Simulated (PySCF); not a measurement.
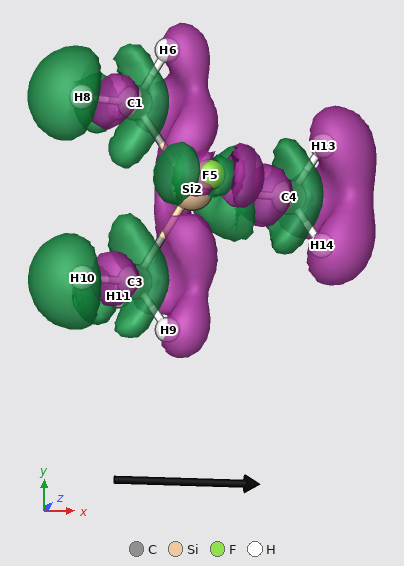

*C3H9FSi, SMILES `C[Si](C)(C)F`. Change of the electron density in a uniform field of 0.21 V/Å along +x (arrow), surfaces at ±0.0015 e/Å³ (green: gain, purple: loss).*

Computed with PySCF, ωB97X/def2-TZVP, geometry: GFN2-xTB. No frequency check shows the geometry to be a minimum. A basis without diffuse functions makes polarisabilities too small.

Question: What dipole is induced, and what polarisability does it imply?

Answer: The induced dipole is 0.64 D (along the field); α along this axis, from the fields in both directions, is 63 bohr³ (9.4 Å³).

Question: Which atoms gain and lose the most charge?

Answer: Electrons gather most on H8 and H10 alike (Hirshfeld charge changes by −0.008 e) and leave H13 most (+0.006 e); 0.061 electrons are displaced in all.
